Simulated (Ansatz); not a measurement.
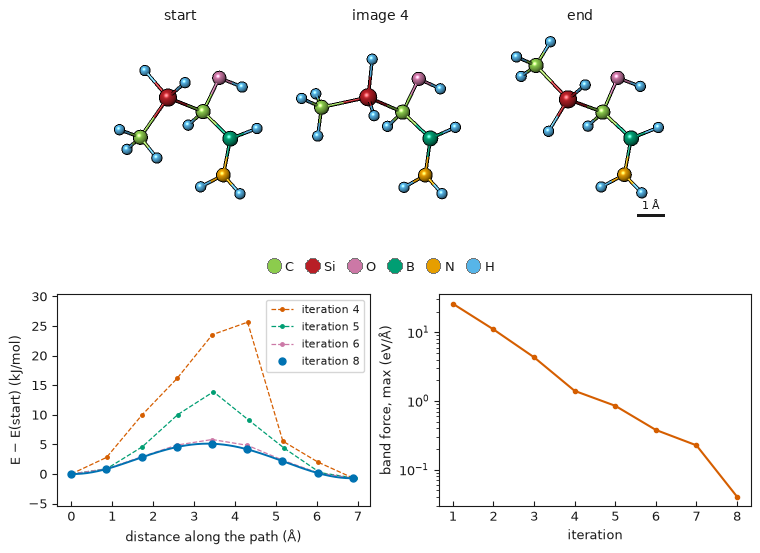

A search for the minimum-energy path of C2H10BNOSi by the nudged elastic band. Images are numbered from 0 (start) to 8 (end). The plot follows the band through its iterations. Style: ball-and-stick. Shown at a tilt.

Method: Ansatz 0.2.0, RKS r2SCANh/STO-3G.

Input file:
```yaml
crystal:
  periodic: [false, false, false]
  atoms:
    - { symbol: C, position_ang: [-0.221633, -2.056419, 0.433855] }
    - { symbol: Si, position_ang: [0.961292, -0.979908, -0.538366] }
    - { symbol: C, position_ang: [0.788933, 0.83258, 0.015987] }
    - { symbol: O, position_ang: [1.907166, 1.559799, -0.633404] }
    - { symbol: B, position_ang: [-0.652233, 1.361274, -0.352651] }
    - { symbol: "N", position_ang: [-1.720467, 1.177297, 0.507661] }
    - { symbol: H, position_ang: [-1.260123, -1.764153, 0.257741] }
    - { symbol: H, position_ang: [-0.121581, -3.107562, 0.150969] }
    - { symbol: H, position_ang: [-0.03315, -1.985362, 1.508372] }
    - { symbol: H, position_ang: [2.315318, -1.424872, -0.303669] }
    - { symbol: H, position_ang: [0.672307, -1.101873, -1.94708] }
    - { symbol: H, position_ang: [0.928918, 0.835664, 1.120792] }
    - { symbol: H, position_ang: [1.604005, 2.530214, -0.540135] }
    - { symbol: H, position_ang: [-0.85509, 1.909812, -1.367118] }
    - { symbol: H, position_ang: [-2.687865, 1.482624, 0.302855] }
    - { symbol: H, position_ang: [-1.648794, 0.708388, 1.428491] }
basis:
  gaussian: { orbitals: STO-3G }
hamiltonian:
  xc: r2scanh
neb:
  order_check: false
  images: 7
  f_tol: 0.05
  max_iterations: 21
  initial_path: linear
  final_atoms:
    - { symbol: C, position_ang: [1.04286809, -2.36058895, 0.46716761] }
    - { symbol: Si, position_ang: [-0.01511308, -1.09510288, -0.41281561] }
    - { symbol: C, position_ang: [0.26275547, 0.63236912, 0.33368559] }
    - { symbol: O, position_ang: [1.73136825, 0.83653621, 0.35030228] }
    - { symbol: B, position_ang: [-0.55210245, 1.69691553, -0.50191533] }
    - { symbol: "N", position_ang: [-1.89659619, 1.91614718, -0.25867805] }
    - { symbol: H, position_ang: [0.77502107, -2.43650823, 1.52403835] }
    - { symbol: H, position_ang: [0.9300462, -3.35235868, 0.02074571] }
    - { symbol: H, position_ang: [2.098953, -2.08473702, 0.41174015] }
    - { symbol: H, position_ang: [0.30086855, -1.08748251, -1.82117066] }
    - { symbol: H, position_ang: [-1.41159785, -1.43596468, -0.26407874] }
    - { symbol: H, position_ang: [-0.12274596, 0.58659708, 1.37759442] }
    - { symbol: H, position_ang: [1.79780414, 1.84431716, 0.49838624] }
    - { symbol: H, position_ang: [-0.04173463, 2.31505801, -1.35565872] }
    - { symbol: H, position_ang: [-2.48022858, 2.58250019, -0.79356865] }
    - { symbol: H, position_ang: [-2.44256303, 1.41980549, 0.4685254] }
```

Launched with:
```bash
ansatz run input.yaml --threads 1 --pin off --max-ram 2048MiB --backend cpu --events-out ev --progress --plain --runs-dir out
```

Q: Did the band converge, and can the barrier be trusted?

A: The run is converged, with reservations. The band converged in 8 iterations. The largest component of the band force went from 26 to 0.04 eV/Å. The climbing image converged on the top of the path. Its curvatures weren't checked. The straight starting path can push atoms close together and costs iterations. The first iteration put the highest image at 1635.50 kJ/mol. Forward barrier 5.11 kJ/mol, backward barrier 5.83 kJ/mol, with image 4 at the top; the reaction energy is −0.72 kJ/mol.

Limits of the set-up: STO-3G is a minimal basis, so the numbers are rough.
